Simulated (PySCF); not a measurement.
C₃H₁₂SiSn (Sn(SiH3)Me3)

Input file:

```
{"job": {"kind": "uv", "xc": "B3LYP", "basis": "def2-SVPD", "ip": false, "nstates": 10}, "charge": 0, "multiplicity": 1}
Sn    -0.003272     0.004482    -0.102033
Si    -0.009163    -0.031040     2.473837
H      0.723695     1.150160     3.031987
H      0.650347    -1.269043     2.999311
H     -1.406712     0.004666     3.011835
C      2.025811     0.011614    -0.838526
H      2.021690    -0.060710    -1.936291
H      2.584076    -0.844259    -0.432780
H      2.540782     0.938337    -0.547896
C     -1.017263     1.767884    -0.825538
H     -0.931422     1.824051    -1.920761
H     -0.571986     2.673445    -0.389449
H     -2.082757     1.733902    -0.556959
C     -1.006504    -1.745439    -0.873089
H     -2.021775    -1.822376    -0.458544
H     -0.447237    -2.653498    -0.605854
H     -1.076839    -1.682765    -1.968990
```

Run with:

```sh
OMP_NUM_THREADS=1 python probes_run.py task.json out
```

Geometry: PBE0-D3(BJ)/def2-SVP; core potentials replace the inner electrons of Sn.

All numbers below come from PySCF 2.14.0, B3LYP/def2-SVPD, SCF density, gas phase, scalar-relativistic core potentials on the heavy atoms.

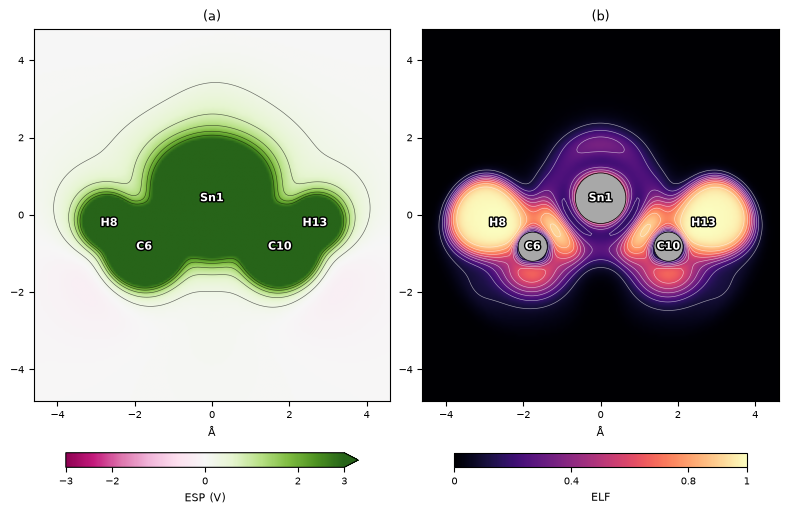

Figure 1. (a) electrostatic potential; (b) electron localisation function on the plane of atoms C6, Sn1 and C10. Grey discs cover the atomic cores in the ELF map.

> What do the fields say about this system?

The section cuts through Sn, C and H sites. C–Sn (2.16 Å): the ELF peaks at about 0.90 in the valence shell of C, 0.7 Å from its nucleus, and drops to about 0.15 between the two atoms. C–H (1.10 Å): the ELF climbs to about 1 towards the hydrogen, as it does in any bond to H: an ordinary covalent bond to hydrogen. The potential has no marked negative region in this plane.

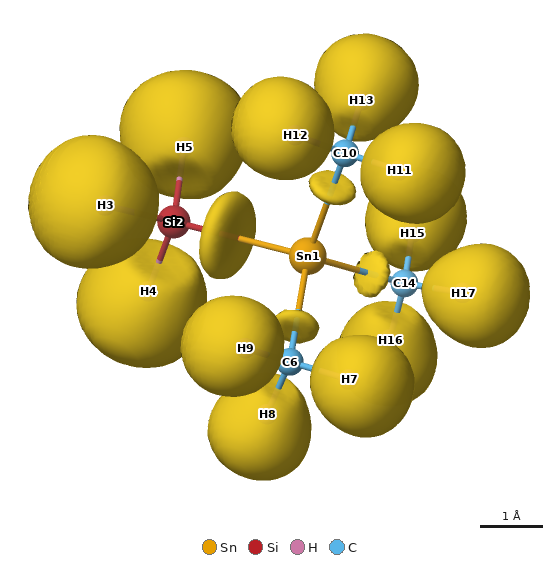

Figure 2. Isosurface of the electron localisation function at 0.85 (yellow), seen at a tilt. Core shells and regions of very low density are left out.

> Describe the localisation domains.

The surface consists of one region between bonded Si–Sn atoms (shared pairs), twelve regions around hydrogen nuclei and three lobes of the valence shell of C pointing towards Sn (polar bonds).


 Si–Sn (2.58 Å): the ELF peaks at about 0.95 between the atoms: a covalent bond.

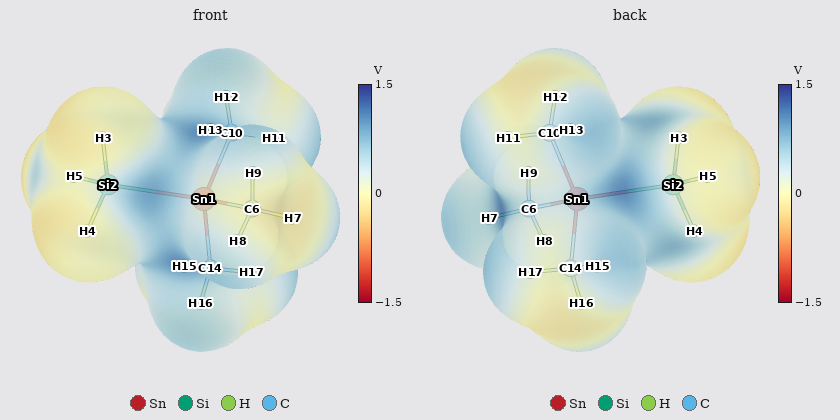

Figure 3. The electrostatic potential painted on the density surface at 0.002 e/bohr³, seen from the front and from behind; the colour scale runs from red (negative) to blue (positive).

> Describe the electrostatic potential map.

The most negative region (about −0.2 V) lies over the C and H atoms, the most positive (about +1.1 V, or +25 kcal/mol for a unit charge) over Sn1.
